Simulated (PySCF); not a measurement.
Ionisation energy of Ne⁺ ([He] 2s² 2p⁵ → [He] 2s² 2p⁴). PySCF, cc-pVDZ-DK, spin-free X2C-1e, unrestricted single determinants, no spin-orbit coupling. Methods marked “valence” freeze 2 core electrons.

By method:

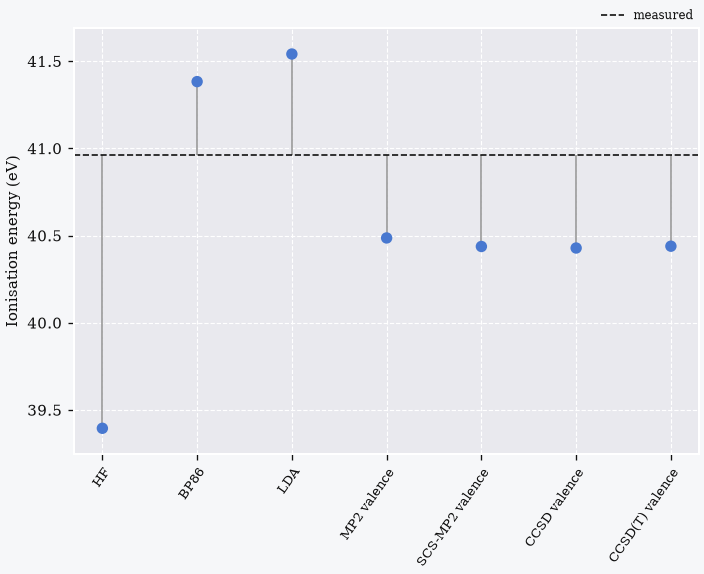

```json
{"Method": "HF", "Ionisation energy (eV)": "39.40"}
{"Method": "BP86", "Ionisation energy (eV)": "41.38"}
{"Method": "LDA", "Ionisation energy (eV)": "41.54"}
{"Method": "MP2 valence", "Ionisation energy (eV)": "40.49"}
{"Method": "SCS-MP2 valence", "Ionisation energy (eV)": "40.44"}
{"Method": "CCSD valence", "Ionisation energy (eV)": "40.43"}
{"Method": "CCSD(T) valence", "Ionisation energy (eV)": "40.44"}
```

The values run from 39.40 eV (HF) to 41.54 eV (LDA). The measured value is 40.96 eV; nearest to it come BP86 (+0.42) and MP2 valence (−0.48), furthest HF (−1.57 eV).

Caveat: spin-orbit shift not estimated.
